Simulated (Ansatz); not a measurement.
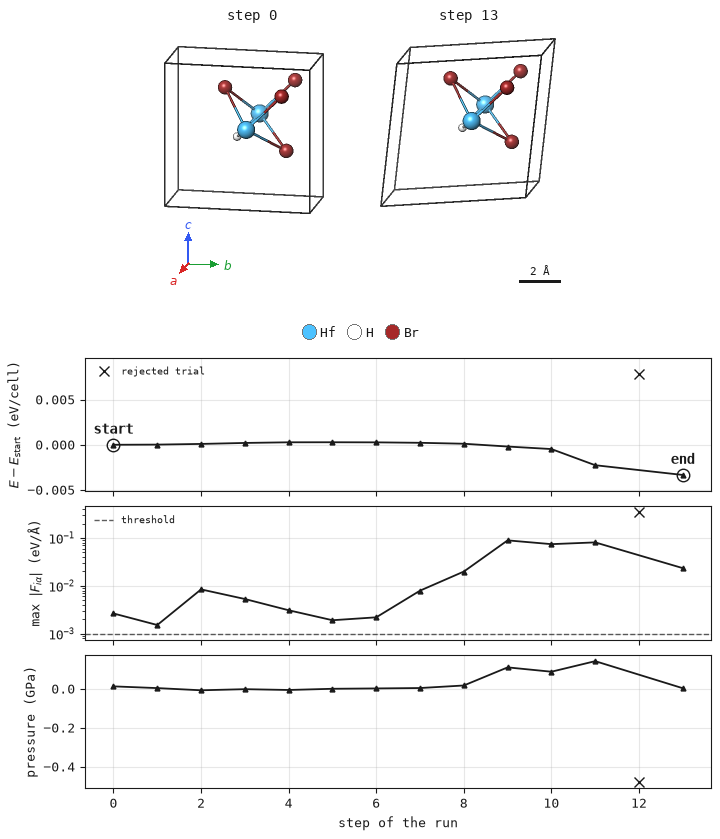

First and last geometry of a relaxation of a crystal of HfHBr$_{3}$ (a generated structure, set up in Amm2), with the history of the run. The picture is a ball-and-stick view of the cell of the calculation, seen slightly off an axis.

Method: DFT PBE, scalar-relativistic, plane waves, PAW (Ansatz 0.2.0).

Input
```yaml
crystal:
  lattice:
    - [3.4174150201, 0.0, 0.0]
    - [0.0, 5.0930476299, 5.0841449916]
    - [0.0, -5.0930476299, 5.0841449916]
  atoms:
    - { symbol: Hf, position: [0.0, 0.5617192763, 0.5617192763] }
    - { symbol: H, position: [0.5, 0.4518051827, 0.4518051827] }
    - { symbol: Br, position: [0.5, 0.7923749135, 0.3688572462] }
    - { symbol: Br, position: [0.5, 0.3688572462, 0.7923749135] }
    - { symbol: Br, position: [0.0, 0.8064203212, 0.8064203212] }
basis:
  ecutwfc: 420
kpoints:
  mp_grid: { grid: [8, 4, 4] }
hamiltonian:
  xc: pbe
scf:
  occupations: { method: fixed }
output:
  forces: true
  stress: true
  eigenvalues: true
relax:
  adjacent_minimum: "off"
  f_tol: 0.001
  max_steps: 60
  cell: { stress_tol: 0.01 }
```

Command:
```bash
ansatz run input.yaml --threads 1 --pin off --max-ram 2560MiB --backend cpu --events-out ev --progress --plain --runs-dir out
```

Question: What do the curves and the structures tell?

Answer: The run was cut off at its time limit before the relaxation converged, so the last structure is only a point on the way. The largest moves relative to the cell, 0.24 Å, are those of Br3, Br4 and Br5. Br5 goes along [0 −1 −1]. Largest moves by element: Br 0.24 Å, H 0.16 Å, Hf 0.04 Å. Cell: a 3.417 → 3.419 Å (0.0 %), b = c 7.196 → 7.239 Å (+0.6 %), α 90.1° → 77.5°. Volume −1.2 %. The space group stays Amm2 (No. 38). After 12 accepted moves (13 points after the start) the energy has fallen by 3.3 meV per cell of the calculation. Largest force component: 0.0027 eV/Å at the start, 0.023 eV/Å at the end. The pressure goes from 0.01 to 0.00 GPa. The line search rejected the trial step at point 12 of the run. The run took 8.4 min on 1 thread of Intel(R) Xeon(R) Processor @ 2.50GHz (Skylake/Cascade Lake), on a shared host, peak memory 0.47 GiB.
